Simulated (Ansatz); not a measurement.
## Electronic structure of HF···CH4 (SMILES F.C) in real space

Input file:

```
crystal:
  periodic: [false, false, false]
  atoms:
    - {symbol: F, position_ang: [-0.090811, 0.078077, -2.405064]}
    - {symbol: H, position_ang: [-0.057414, 0.048796, -1.482926]}
    - {symbol: C, position_ang: [0.072168, -0.061745, 1.893849]}
    - {symbol: H, position_ang: [1.005407, 0.367756, 1.525688]}
    - {symbol: H, position_ang: [0.112132, -0.096649, 2.981504]}
    - {symbol: H, position_ang: [-0.051948, -1.078769, 1.518005]}
    - {symbol: H, position_ang: [-0.774975, 0.559022, 1.597078]}
basis:
  gaussian: {orbitals: "def2-TZVPPD.json"}
hamiltonian: {xc: pbe0, dispersion: d4}
output: {orbitals: {seedname: orbitals}}
```

Command:

```sh
ansatz run in.yaml --threads 2 --pin off --events-out ev --progress --plain --max-ram 5222MiB
```

Geometry: rigid move from PBE0-D4/def2-TZVP.

All numbers below come from RKS PBE0-D4/def2-TZVPPD in Ansatz.

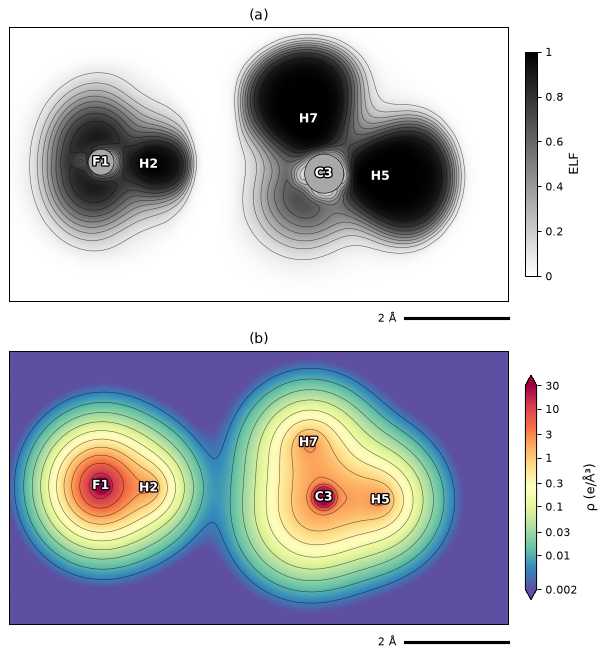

Figure 1. (a) ELF; (b) electron density on the plane of atoms H5, C3 and H7. Grey discs cover the atomic cores in the ELF map.

What do the fields say about this system?

Answer.
- Atoms in the plane: F, H and C.
- F–H (0.92 Å): ρ at the midpoint is about 4.7 e/Å³; the ELF climbs to about 1 towards the hydrogen, as it does in any bond to H; an ordinary covalent bond to hydrogen.
- C–H (1.09 Å): ρ is about 2 e/Å³ halfway; the ELF climbs to about 1 towards the hydrogen (a covalent bond by its length).
- The ELF also peaks beside F1, away from the bonds: lone-pair regions.

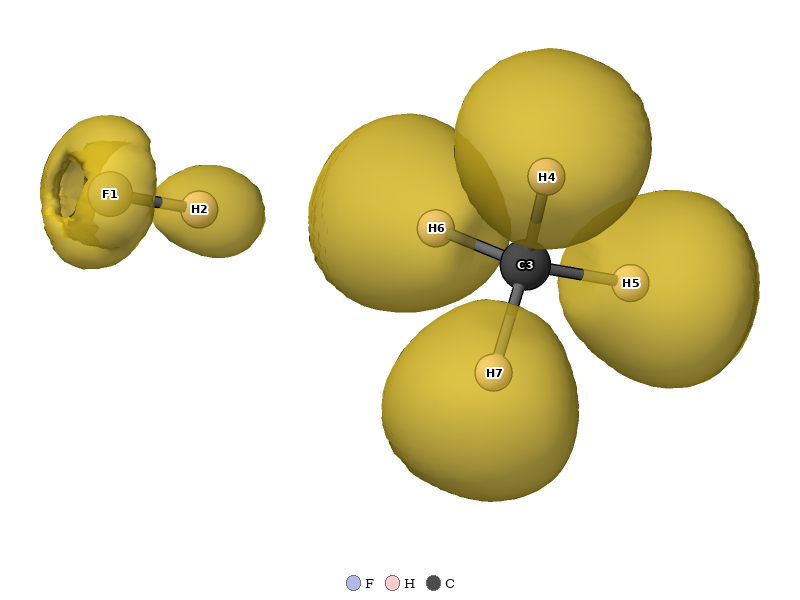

Figure 2. Isosurface of the electron localisation function at 0.85 (yellow), seen at a tilt. Only the valence region is drawn (cores and ρ < 0.01 e/Å³ removed).

What do the ELF domains correspond to?

Answer. At this value the surface marks out five regions around hydrogen nuclei and one region wrapped around F (its lone pairs, merged into a ring or cap).

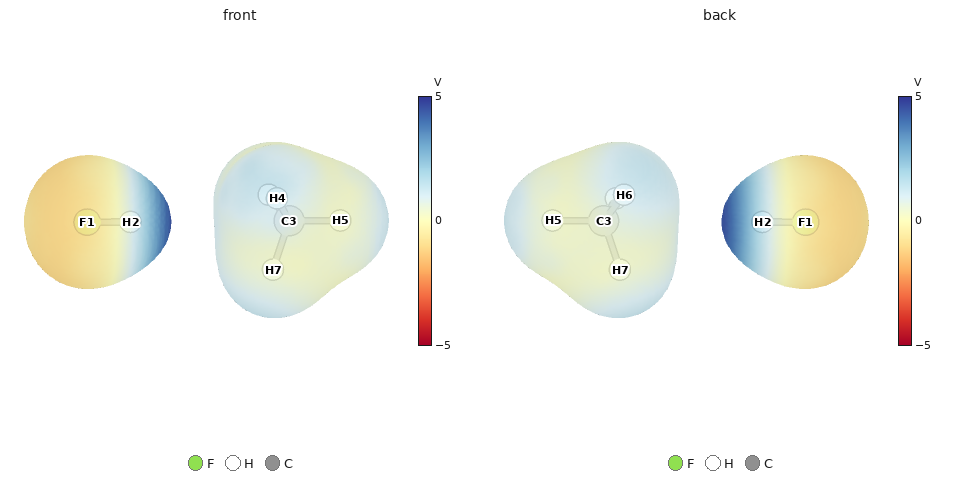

Figure 3. The molecular electrostatic potential painted on the density surface at 0.004 e/bohr³, seen from the front and from behind; red is negative and blue positive.

Describe the electrostatic potential map.

Answer. The most negative region (about −1.1 V) lies over F1, the most positive (about +4.5 V) over H2.

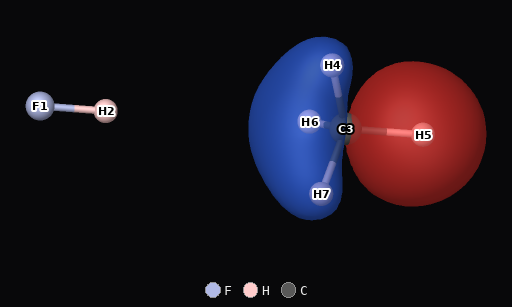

Figure 4. The HOMO at ±0.15 Å⁻³ᐟ² (red and blue are the two phases), seen at a tilt.

What is the character of this orbital?

Answer. It lies mainly on C3 (about 50 %), H5 (about 30 %), H6 (about 5 %), H4 (about 5 %) and H7 (about 5 %). Its energy is −11.30 eV.
